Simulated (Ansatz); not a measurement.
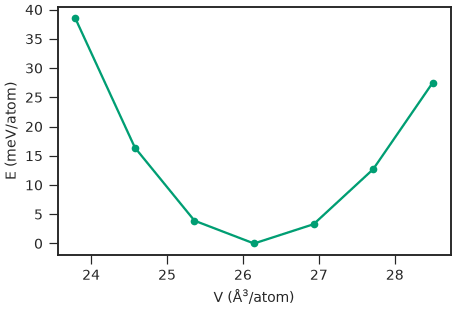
Figure. Y$_{3}$Ge in space group Fm-3m (No. 225; Ge on 4a, Y on 4b, Y on 8c) under volume change, plane-wave PAW PBE (Ansatz code), scaled uniformly.

### Question
What does a third-order Birch–Murnaghan fit give for V₀, B₀ and B′?

### Answer
V₀ = 26.17 Å³/atom, B₀ = 48.9 GPa, B′ = 4.0.

A made-up cell: these elements were put on the sites of a structure type; neither database checked (COD, Materials Project) lists it. Whether it is the stable phase at ambient conditions was not checked. Symmetry was held in the PBE relaxation; its stability against distortions is not shown here. The run is not spin-polarised.

Potentials: the later of the program's two PAW sets.
